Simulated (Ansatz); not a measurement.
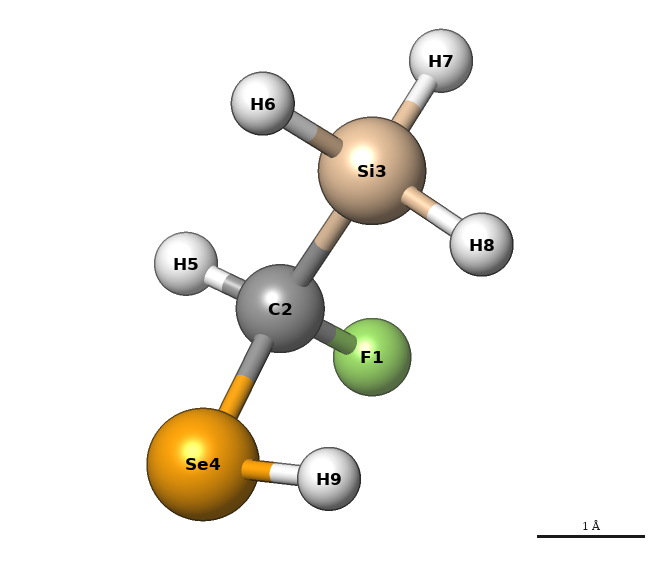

Numbered structure. Computed geometry: PBE0-D4/def2-TZVP optimisation. No frequency run is at hand to confirm it as a minimum.

Question: How are the neighbours of atom 2 arranged?

Answer: C2 has 4 neighbours (F1 at 1.38, Si3 at 1.90, Se4 at 1.94, H5 at 1.09 Å); the arrangement is tetrahedral.

Question: Describe the coordination of atom 3.

Answer: Si3 has 4 neighbours (C2 at 1.90, H6 at 1.48, H7 at 1.49, H8 at 1.48 Å); the arrangement is tetrahedral.

Question: How are the neighbours of atom 4 arranged?

Answer: Se4 has 2 neighbours (C2 at 1.94, H9 at 1.47 Å); the arrangement is bent.
